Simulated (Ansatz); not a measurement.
**Σ3 (112) boundary in fcc Ag: structure and resistance**

How much does the Σ3 (112) boundary in fcc Ag reflect electrons?

Method: Ansatz plane-wave DFT, PBE, PAW files; relaxation of a bicrystal slab with its lowest layers held; PAW set soft_1, in the first sound run; inputs show where later runs differ, in Ansatz 0.2.0.

## Step 1: The structure

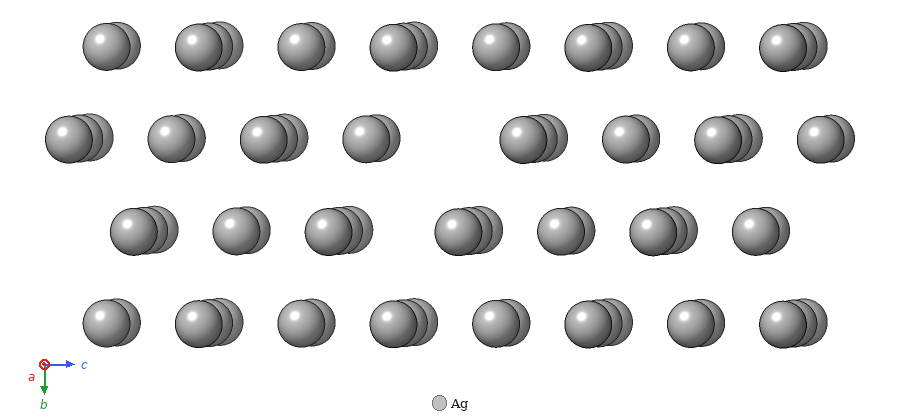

The cell as given, from the side, with the c axis across the page (silver light grey). 2×1×1 cells are drawn. Some periodic images of atoms are drawn too.

The cell holds 23 atoms: 23 Ag. Cell: a = 2.889 Å, b = 7.078 Å, c = 30.184 Å, α = 90.0°, β = 90.0°, γ = 90.0°. It derives from Ag. built on the (1 1 2) plane; 2 overlapping atoms removed and the grains opened by 0 Å. Vacuum lies along c.

## Step 2: Relaxing the bicrystal

The boundary is built by mirroring the lower grain in the boundary plane and removing any atoms that overlap. A thin bicrystal slab is relaxed first, with the lowest layers held and the upper grain free to shift and open.

Contents of input.yaml:

```yaml
crystal:
  lattice:
    - [2.8893797293, 0.0, 0.0]
    - [0.0, 7.0775060099, 0.0]
    - [0.0, 0.0, 30.1841178906]
  atoms:
    - { symbol: Ag, position: [2.0e-10, 0.3333333334, 0.1656500289] }
    - { symbol: Ag, position: [0.5000000002, 0.0, 0.1932835044] }
    - { symbol: Ag, position: [1.0e-10, 0.6666666667, 0.2209169799] }
    - { symbol: Ag, position: [0.5000000001, 0.3333333334, 0.2485504554] }
    - { symbol: Ag, position: [1.0e-10, 0.0, 0.2761839309] }
    - { symbol: Ag, position: [0.5000000001, 0.6666666667, 0.3038174064] }
    - { symbol: Ag, position: [1.0e-10, 0.3333333334, 0.3314508819] }
    - { symbol: Ag, position: [0.5000000001, 0.0, 0.3590843574] }
    - { symbol: Ag, position: [0.0, 0.6666666667, 0.3867178329] }
    - { symbol: Ag, position: [0.5, 0.3333333333, 0.4143513084] }
    - { symbol: Ag, position: [0.0, 0.0, 0.4419847839] }
    - { symbol: Ag, position: [0.0, 0.6666666667, 0.4972517349] }
    - { symbol: Ag, position: [0.5000000001, 0.0, 0.5248852104] }
    - { symbol: Ag, position: [1.0e-10, 0.3333333334, 0.5525186859] }
    - { symbol: Ag, position: [0.5000000001, 0.6666666667, 0.5801521614] }
    - { symbol: Ag, position: [1.0e-10, 0.0, 0.6077856369] }
    - { symbol: Ag, position: [0.5000000001, 0.3333333334, 0.6354191124] }
    - { symbol: Ag, position: [1.0e-10, 0.6666666667, 0.6630525879] }
    - { symbol: Ag, position: [0.5000000002, 0.0, 0.6906860634] }
    - { symbol: Ag, position: [2.0e-10, 0.3333333334, 0.7183195389] }
    - { symbol: Ag, position: [0.5000000002, 0.6666666667, 0.7459530144] }
    - { symbol: Ag, position: [2.0e-10, 1.0e-10, 0.7735864899] }
    - { symbol: Ag, position: [0.5000000002, 0.3333333334, 0.8012199654] }
kpoints:
  mp_grid: { grid: [8, 4, 1] }
hamiltonian:
  xc: pbe
  pseudopotentials: { kind: paw, azcp: { folder: soft_1 } }
scf:
  occupations: { method: fermi_dirac, width: 0.1 }
relax:
  f_tol: 0.03
  max_steps: 80
  constraints: [{ sites: [0, 1, 2, 3] }]
```

Started as:

```console
ansatz run input.yaml --threads 8 --pin off --max-ram 15360MiB --backend cpu --events-out ev --progress --plain --runs-dir out
```

Numbers of over 12 decimals in the logs are rounded to 6 here.

Output:

```text
Engine: ansatz 0.2.0, x86_64-unknown-linux-gnu
Pseudopotentials: kind: paw
Pseudopotential: Ag, paw, valence charge 19, recommended cutoff 420 eV (normal), soft_1/Ag.paw.azcp
Functional definition: PBE
  parameter kappa = 0.804
  parameter beta = 0.066725
  exchange = pbe_x(kappa = kappa, mu = beta*pi^2/3)
  correlation = pbe_c(beta = beta)
Crystal: 23 atoms, lattice volume = 617.253 Å³
Basis set: ecut = 420 eV, 12043 PW (Γ), exchange–correlation on 40×96×432 points (8 copies of the dense FFT grid, shifted against one another)
Bands: 263, of which v1, the nominal top of the filled ones, is band 219 counted from 1 (218 counted from 0)
Symmetry: 2 space group operations
Space group: Pm (ITA 6), of the structure as read, at distance tolerance 8.5e-5 Å
k-points: 15 of 32 (time reversal used)
Non-local potential: Ag, projectors of the file, l = 0: 3, l = 1: 2, l = 2: 2, l = 3: 1
PAW form: soft (Blöchl's): semilocal exchange-correlation on the pseudo side does not see the compensation charge
PAW one-centre angular grid: Ag, 590 points (default); XC on 64 Gauss nodes
Initial density: superposition of atomic densities (neutral atoms: chi_scale 0, normalization atom)
Initial wavefunctions: pseudopotential atomic-orbital guess
Functional: x = pbe(κ = 0.804, μ = 0.219515), c = pbe(β = 0.066725)
SCF iter   1: F=—  HF=-174585.914630 eV  |F-HF|=—  |Δ(HF+E_count)|=         —  Δρ=5.22e-2  dr2=1.93e1  ethr=3.10e-3  ⟨swp⟩=6.2  Hψ=13989  notcnv=0  defer=187
preconditioner: auto → LDOS  [metal: Δε(μ)=0.025 eV  Ē_g=9.328 eV  σ=0.100 eV  W_gap=0.06  n_scr=174 (ndim 8)  ℏωp=23.8 eV  f_vac=0.320  D(μ)=6.68/eV (n_scr^D=34)  β→1.0]
SCF iter   2: F=—  HF=-174590.004427 eV  |F-HF|=—  |Δ(HF+E_count)|=    4.09e0  Δρ=7.57e-2  dr2=2.94e1  ethr=3.10e-3  ⟨swp⟩=2.5  Hψ=8094  notcnv=0  defer=431
SCF iter   3: F=—  HF=-174581.081177 eV  |F-HF|=—  |Δ(HF+E_count)|=    8.92e0  Δρ=1.30e-2  dr2=7.39e-1  ethr=3.10e-3  ⟨swp⟩=2.8  Hψ=7523  notcnv=0  defer=441
SCF iter   4: F=—  HF=-174580.910448 eV  |F-HF|=—  |Δ(HF+E_count)|=   1.71e-1  Δρ=1.17e-3  dr2=8.29e-3  ethr=1.69e-4  ⟨swp⟩=2.4  Hψ=7088  notcnv=0  defer=435
SCF iter   5: F=—  HF=-174580.911425 eV  |F-HF|=—  |Δ(HF+E_count)|=   9.77e-4  Δρ=7.56e-4  dr2=3.06e-3  ethr=1.90e-6  ⟨swp⟩=2.9  Hψ=7748  notcnv=0  defer=435
SCF iter   6: F=—  HF=-174580.910970 eV  |F-HF|=—  |Δ(HF+E_count)|=   4.56e-4  Δρ=1.13e-4  dr2=8.69e-5  ethr=7.00e-7  ⟨swp⟩=2.0  Hψ=6623  notcnv=0  defer=435
SCF iter   7: F=—  HF=-174580.910999 eV  |F-HF|=—  |Δ(HF+E_count)|=   2.91e-5  Δρ=5.44e-5  dr2=2.40e-5  ethr=5.15e-9  ⟨swp⟩=5.0  Hψ=13954  notcnv=0
SCF iter   8: F=-174580.910996 eV  HF=-174580.910996 eV  |F-HF|=1.89e-7  |Δ(HF+E_count)|=   2.58e-6  Δρ=1.41e-5  dr2=1.09e-6  ethr=5.15e-9  ⟨swp⟩=4.0  Hψ=11613  notcnv=0
SCF 1 converged in 8 iterations: F = -174580.910996 eV  dr2 = 1.09e-6
  greatest PAW one-centre occupation: 1.001 electrons in one spin orbital (limit 2), on the Ag atom at site 7 (counted from 0), in its partial waves of l = 0
relax step   1: F+E_penalty+E_count = -174580.91099626 eV  Δ(F+E_penalty+E_count) = +0.000e0 eV  max|allowed force component| = 4.956e-1 eV/Å  Δτ_max = 0.0000 Å  (8 SCF iters, dr2 threshold 2.25e-5 eV, accepted)
Initial density: handed on by an earlier stage of this run
Initial wavefunctions: those handed on with the density
iter 1 solved again at ethr=2.16e-5 eV; its pass at ethr=3.10e-3 eV (dr2=9.46e-2 eV) is discarded
SCF iter   1: F=—  HF=-174581.189781 eV  |F-HF|=—  |Δ(HF+E_count)|=         —  Δρ=3.73e-3  dr2=8.47e-2  ethr=2.16e-5  ⟨swp⟩=2.0  Hψ=14634  notcnv=0  defer=396
preconditioner: auto → LDOS  [metal: Δε(μ)=0.057 eV  Ē_g=9.677 eV  σ=0.100 eV  W_gap=0.14  n_scr=174 (ndim 8)  ℏωp=23.8 eV  f_vac=0.312  D(μ)=7.36/eV (n_scr^D=36)  β→1.0]
SCF iter   2: F=—  HF=-174581.185303 eV  |F-HF|=—  |Δ(HF+E_count)|=   4.48e-3  Δρ=2.78e-3  dr2=1.06e-1  ethr=1.94e-5  ⟨swp⟩=2.3  Hψ=6652  notcnv=0  defer=396
SCF iter   3: F=—  HF=-174581.164723 eV  |F-HF|=—  |Δ(HF+E_count)|=   2.06e-2  Δρ=4.15e-4  dr2=2.71e-3  ethr=1.94e-5  ⟨swp⟩=2.3  Hψ=5735  notcnv=0  defer=396
SCF iter   4: F=—  HF=-174581.165281 eV  |F-HF|=—  |Δ(HF+E_count)|=   5.59e-4  Δρ=4.05e-4  dr2=1.09e-3  ethr=6.20e-7  ⟨swp⟩=2.0  Hψ=6869  notcnv=0  defer=425
SCF iter   5: F=—  HF=-174581.164984 eV  |F-HF|=—  |Δ(HF+E_count)|=   2.97e-4  Δρ=5.61e-5  dr2=1.85e-5  ethr=2.50e-7  ⟨swp⟩=2.0  Hψ=6555  notcnv=0  defer=426
SCF iter   6: F=-174581.164986 eV  HF=-174581.164986 eV  |F-HF|=4.34e-8  |Δ(HF+E_count)|=   2.25e-6  Δρ=1.70e-5  dr2=1.56e-6  ethr=3.51e-9  ⟨swp⟩=4.2  Hψ=12296  notcnv=0
SCF 2 converged in 6 iterations: F = -174581.164986 eV  dr2 = 1.56e-6
relax step   2: F+E_penalty+E_count = -174581.16498639 eV  Δ(F+E_penalty+E_count) = -2.540e-1 eV  max|allowed force component| = 2.835e-1 eV/Å  Δτ_max = 0.1948 Å  (6 SCF iters, dr2 threshold 1.54e-5 eV, accepted)
SCF iter   1: F=—  HF=-174581.367133 eV  |F-HF|=—  |Δ(HF+E_count)|=         —  Δρ=5.54e-3  dr2=2.01e-1  ethr=3.31e-4  ⟨swp⟩=7.1  Hψ=11225  notcnv=0  defer=416
preconditioner: auto → LDOS  [metal: Δε(μ)=0.034 eV  Ē_g=9.671 eV  σ=0.100 eV  W_gap=0.08  n_scr=174 (ndim 8)  ℏωp=23.8 eV  f_vac=0.314  D(μ)=7.36/eV (n_scr^D=36)  β→1.0]
SCF iter   2: F=—  HF=-174581.343302 eV  |F-HF|=—  |Δ(HF+E_count)|=   2.38e-2  Δρ=4.41e-3  dr2=1.72e-1  ethr=4.60e-5  ⟨swp⟩=2.0  Hψ=7732  notcnv=0  defer=436
SCF iter   3: F=—  HF=-174581.297591 eV  |F-HF|=—  |Δ(HF+E_count)|=   4.57e-2  Δρ=5.49e-4  dr2=3.81e-3  ethr=3.95e-5  ⟨swp⟩=2.0  Hψ=6107  notcnv=0  defer=436
SCF iter   4: F=—  HF=-174581.298079 eV  |F-HF|=—  |Δ(HF+E_count)|=   4.88e-4  Δρ=6.10e-4  dr2=2.12e-3  ethr=8.71e-7  ⟨swp⟩=2.9  Hψ=7398  notcnv=0  defer=436
SCF iter   5: F=—  HF=-174581.297506 eV  |F-HF|=—  |Δ(HF+E_count)|=   5.73e-4  Δρ=5.81e-5  dr2=4.87e-5  ethr=4.86e-7  ⟨swp⟩=2.0  Hψ=6530  notcnv=0  defer=436
SCF iter   6: F=-174581.297504 eV  HF=-174581.297504 eV  |F-HF|=2.29e-7  |Δ(HF+E_count)|=   1.65e-6  Δρ=1.80e-5  dr2=1.78e-6  ethr=1.15e-9  ⟨swp⟩=3.0  Hψ=15220  notcnv=0
SCF 3 converged in 6 iterations: F = -174581.297504 eV  dr2 = 1.78e-6
relax step   3: F+E_penalty+E_count = -174581.29750419 eV  Δ(F+E_penalty+E_count) = -1.325e-1 eV  max|allowed force component| = 1.415e-1 eV/Å  Δτ_max = 0.2000 Å  (6 SCF iters, dr2 threshold 5.02e-6 eV, accepted)
[... from here on, the SCF cycles and remarks between the steps are left out ...]
relax step   4: F+E_penalty+E_count = -174581.33747578 eV  Δ(F+E_penalty+E_count) = -3.997e-2 eV  max|allowed force component| = 3.394e-2 eV/Å  Δτ_max = 0.2000 Å  (6 SCF iters, dr2 threshold 4.99e-6 eV, accepted)
relax step   5: F+E_penalty+E_count = -174581.34995786 eV  Δ(F+E_penalty+E_count) = -1.248e-2 eV  max|allowed force component| = 7.175e-2 eV/Å  Δτ_max = 0.1340 Å  (8 SCF iters, accepted)
relax step   6: F+E_penalty+E_count = -174581.36566187 eV  Δ(F+E_penalty+E_count) = -1.570e-2 eV  max|allowed force component| = 5.953e-2 eV/Å  Δτ_max = 0.1952 Å  (8 SCF iters, accepted)
relax step   7: F+E_penalty+E_count = -174581.38274500 eV  Δ(F+E_penalty+E_count) = -1.708e-2 eV  max|allowed force component| = 3.133e-2 eV/Å  Δτ_max = 0.1966 Å  (7 SCF iters, dr2 threshold 2.44e-6 eV, accepted)
relax step   8: F+E_penalty+E_count = -174581.39397395 eV  Δ(F+E_penalty+E_count) = -1.123e-2 eV  max|allowed force component| = 5.513e-2 eV/Å  Δτ_max = 0.1953 Å  (8 SCF iters, accepted)
relax step   9: F+E_penalty+E_count = -174581.40078267 eV  Δ(F+E_penalty+E_count) = -6.809e-3 eV  max|allowed force component| = 6.427e-2 eV/Å  Δτ_max = 0.1929 Å  (8 SCF iters, accepted)
relax step  10: F+E_penalty+E_count = -174581.40402074 eV  Δ(F+E_penalty+E_count) = -3.238e-3 eV  max|allowed force component| = 5.394e-2 eV/Å  Δτ_max = 0.1771 Å  (6 SCF iters, dr2 threshold 4.13e-6 eV, accepted)
relax step  11: F+E_penalty+E_count = -174581.40828460 eV  Δ(F+E_penalty+E_count) = -4.264e-3 eV  max|allowed force component| = 4.343e-2 eV/Å  Δτ_max = 0.0791 Å  (6 SCF iters, dr2 threshold 2.05e-6 eV, accepted)
relax step  12: F+E_penalty+E_count = -174581.41104149 eV  Δ(F+E_penalty+E_count) = -2.757e-3 eV  max|allowed force component| = 3.499e-2 eV/Å  Δτ_max = 0.0721 Å  (6 SCF iters, dr2 threshold 1.22e-6 eV, accepted)
relax step  13: F+E_penalty+E_count = -174581.41649800 eV  Δ(F+E_penalty+E_count) = -5.457e-3 eV  max|allowed force component| = 6.881e-2 eV/Å  Δτ_max = 0.1906 Å  (8 SCF iters, accepted)
relax step  14: F+E_penalty+E_count = -174581.42273904 eV  Δ(F+E_penalty+E_count) = -6.241e-3 eV  max|allowed force component| = 8.188e-2 eV/Å  Δτ_max = 0.1909 Å  (6 SCF iters, dr2 threshold 3.07e-6 eV, accepted)
relax step  15: F+E_penalty+E_count = -174581.42887571 eV  Δ(F+E_penalty+E_count) = -6.137e-3 eV  max|allowed force component| = 8.420e-2 eV/Å  Δτ_max = 0.1939 Å  (6 SCF iters, dr2 threshold 6.70e-6 eV, accepted)
relax step  16: F+E_penalty+E_count = -174581.43280749 eV  Δ(F+E_penalty+E_count) = -3.932e-3 eV  max|allowed force component| = 1.767e-2 eV/Å  Δτ_max = 0.0415 Å  (6 SCF iters, dr2 threshold 7.09e-6 eV, accepted)
relax step  17: F+E_penalty+E_count = -174581.43280806 eV  Δ(F+E_penalty+E_count) = -5.611e-7 eV  max|allowed force component| = 1.774e-2 eV/Å  Δτ_max = 0.0000 Å  (3 SCF iters, accepted)
SCF iter   1: F=—  HF=-174581.448094 eV  |F-HF|=—  |Δ(HF+E_count)|=         —  Δρ=2.43e-3  dr2=4.38e-2  ethr=8.70e-5  ⟨swp⟩=4.3  Hψ=8256  notcnv=0  defer=408
preconditioner: auto → LDOS  [metal: Δε(μ)=0.017 eV  Ē_g=9.702 eV  σ=0.100 eV  W_gap=0.04  n_scr=174 (ndim 8)  ℏωp=23.8 eV  f_vac=0.318  D(μ)=7.10/eV (n_scr^D=34)  β→1.0]
SCF iter   2: F=—  HF=-174581.441181 eV  |F-HF|=—  |Δ(HF+E_count)|=   6.91e-3  Δρ=1.85e-3  dr2=2.29e-2  ethr=1.00e-5  ⟨swp⟩=2.1  Hψ=7487  notcnv=0  defer=415
SCF iter   3: F=—  HF=-174581.433345 eV  |F-HF|=—  |Δ(HF+E_count)|=   7.84e-3  Δρ=1.98e-4  dr2=7.24e-4  ethr=5.24e-6  ⟨swp⟩=2.0  Hψ=6400  notcnv=0  defer=415
SCF iter   4: F=—  HF=-174581.433287 eV  |F-HF|=—  |Δ(HF+E_count)|=   5.84e-5  Δρ=1.28e-4  dr2=1.53e-4  ethr=1.66e-7  ⟨swp⟩=3.0  Hψ=6910  notcnv=0  defer=415
SCF iter   5: F=—  HF=-174581.433264 eV  |F-HF|=—  |Δ(HF+E_count)|=   2.29e-5  Δρ=6.41e-5  dr2=2.46e-5  ethr=3.51e-8  ⟨swp⟩=2.1  Hψ=6494  notcnv=0  defer=415
SCF iter   6: F=—  HF=-174581.433660 eV  |F-HF|=—  |Δ(HF+E_count)|=   3.96e-4  Δρ=1.80e-5  dr2=2.01e-6  ethr=5.64e-9  ⟨swp⟩=2.1  Hψ=6516  notcnv=0  defer=415
SCF iter   7: F=—  HF=-174581.433659 eV  |F-HF|=—  |Δ(HF+E_count)|=   4.57e-7  Δρ=4.52e-6  dr2=1.22e-7  ethr=4.60e-10  ⟨swp⟩=2.0  Hψ=6515  notcnv=0  defer=415
SCF iter   8: F=-174581.433659 eV  HF=-174581.433659 eV  |F-HF|=4.51e-9  |Δ(HF+E_count)|=   3.06e-9  Δρ=1.02e-6  dr2=8.25e-9  ethr=2.29e-11  ⟨swp⟩=4.0  Hψ=12241  notcnv=0
SCF 18 converged in 8 iterations: F = -174581.433659 eV  dr2 = 8.25e-9
relax step  18: F+E_penalty+E_count = -174581.43365919 eV  Δ(F+E_penalty+E_count) = -8.511e-4 eV  max|allowed force component| = 2.125e-2 eV/Å  Δτ_max = 0.0684 Å  (8 SCF iters, accepted)
SCF converged after 8 iterations
Free energy (F): -174581.433659 eV
Harris-Foulkes:  -174581.433659 eV  (|F-HF|=4.51e-9)
Internal energy: -174581.201057 eV  (E = F + TS)
E sigma→0 (E₀):  -174581.317358 eV
Entropy (-TS):   -0.232602 eV (-10.113 meV/atom)
Fermi energy:    9.404944 eV
--- Per-component energies (eV) ---
  E_band       = -8801.645642
  E_kinetic    = 10754.207906
  E_local      = -523181.544578  (includes V_loc(G=0)·N_el)
  E_nonlocal   = 731.994370
  E_hartree    = 259513.557560
  E_xc         = -3651.297223
  E_vxc        = -4620.412653  (∫ρ·V_xc dr)
  E_paw        = -90979.666257  (= ΣΔE_a)
  E_vpaw       = -11513.005788  (= ΣTr[D̂ρ^β])
  E_aug_tail   = 0.008627  (compensation charges beyond the density's cutoff)
  E_ewald      = 172231.538538
  E_smearing   = -0.232602  (= −TS)
  E_closure    = -0.000000  (closes the sum)
  Σ components = -174581.433659   (vs F -174581.433659, Δ=0.00e0)
--- Forces (eV/Å), atoms counted from 1 ---
  atom   1  Ag     0.00000000     0.01640700     0.07913952
  atom   2  Ag    -0.00000000    -0.05661449    -0.02731212
  atom   3  Ag     0.00000000     0.04291931    -0.05158232
  atom   4  Ag     0.00000000     0.00951755     0.01225683
  atom   5  Ag    -0.00000000    -0.00103728    -0.00421382
  atom   6  Ag    -0.00000000    -0.00379643    -0.00826273
  atom   7  Ag     0.00000000     0.00390562     0.00044448
  atom   8  Ag     0.00000000     0.00308965    -0.00321800
  atom   9  Ag    -0.00000000     0.00163160     0.00147512
  atom  10  Ag     0.00000000    -0.00936306     0.00427350
  atom  11  Ag     0.00000000    -0.00340370     0.01958674
  atom  12  Ag     0.00000000     0.00001109    -0.01511703
  atom  13  Ag     0.00000000     0.01782673    -0.00669500
  atom  14  Ag    -0.00000000    -0.00947571    -0.02124691
  atom  15  Ag    -0.00000000    -0.01412548     0.01368383
  atom  16  Ag    -0.00000000     0.00365069     0.01242066
  atom  17  Ag     0.00000000     0.00274093     0.01217655
  atom  18  Ag    -0.00000000    -0.00466501     0.00063403
  atom  19  Ag    -0.00000000     0.00127895    -0.00501920
  atom  20  Ag     0.00000000    -0.00073570    -0.00694519
  atom  21  Ag     0.00000000     0.00089748    -0.00410363
  atom  22  Ag    -0.00000000    -0.00010600    -0.00213116
  atom  23  Ag    -0.00000000    -0.00048359    -0.00020058
  max |Σ_I F_I| component: 7.02e-5 eV/Å
--- Relaxed structure (18 steps of the walk, 18 accepted, 0 SCFs on fresh bases) ---
  F+E_penalty+E_count = -174581.43365919 eV   max|allowed force component| = 2.125e-2 eV/Å
  atoms:
    - { symbol: Ag, position: [0.0, 0.333333, 0.1656500289] }
    - { symbol: Ag, position: [0.500000, 0.0, 0.1932835044] }
    - { symbol: Ag, position: [0, 0.666667, 0.2209169799] }
    - { symbol: Ag, position: [0.500000, 0.333333, 0.2485504554] }
    - { symbol: Ag, position: [-3.2997417517111698e-18, -0.012134, 0.278323] }
    - { symbol: Ag, position: [0.500000, 0.654576, 0.309640] }
    - { symbol: Ag, position: [-4.274006011025615e-18, 0.317617, 0.331592] }
    - { symbol: Ag, position: [0.500000, -0.020272, 0.363892] }
    - { symbol: Ag, position: [-1.4890504559371289e-18, 0.661191, 0.400338] }
    - { symbol: Ag, position: [0.500000, 0.319658, 0.412698] }
    - { symbol: Ag, position: [1.784635167464414e-18, 0.00656241, 0.450923] }
    - { symbol: Ag, position: [-6.592722405971769e-17, 0.424241, 0.488643] }
    - { symbol: Ag, position: [0.500000, -0.237726, 0.511609] }
    - { symbol: Ag, position: [-6.476905084151632e-17, 0.095166, 0.543627] }
    - { symbol: Ag, position: [0.500000, 0.433274, 0.571970] }
    - { symbol: Ag, position: [-6.311297573326686e-17, -0.232077, 0.599049] }
    - { symbol: Ag, position: [0.500000, 0.104175, 0.628782] }
    - { symbol: Ag, position: [-6.12121002797247e-17, 0.441579, 0.656891] }
    - { symbol: Ag, position: [0.500000, -0.223630, 0.684780] }
    - { symbol: Ag, position: [-5.8843234125565e-17, 0.116957, 0.713459] }
    - { symbol: Ag, position: [0.500000, 0.450952, 0.743905] }
    - { symbol: Ag, position: [-5.94660125013554e-17, -0.218667, 0.770508] }
    - { symbol: Ag, position: [0.500000, 0.113200, 0.795933] }
```

Wall time 5.4 min (8 threads of Intel Xeon at 2.60GHz (Ice Lake), shared host); peak memory 6 GiB; 42 min of CPU time.

[end of part 1 of 3]

[Logs are printed without paths, hosts, clocks, repeated set-up lines and the standing remarks that a program may print on its own settings, such as how far it seeks lower states.]

[Hosts, paths, dates, database ids (printed as entryN), source tags and the programs' standing remarks are cut or masked in the printed files.]
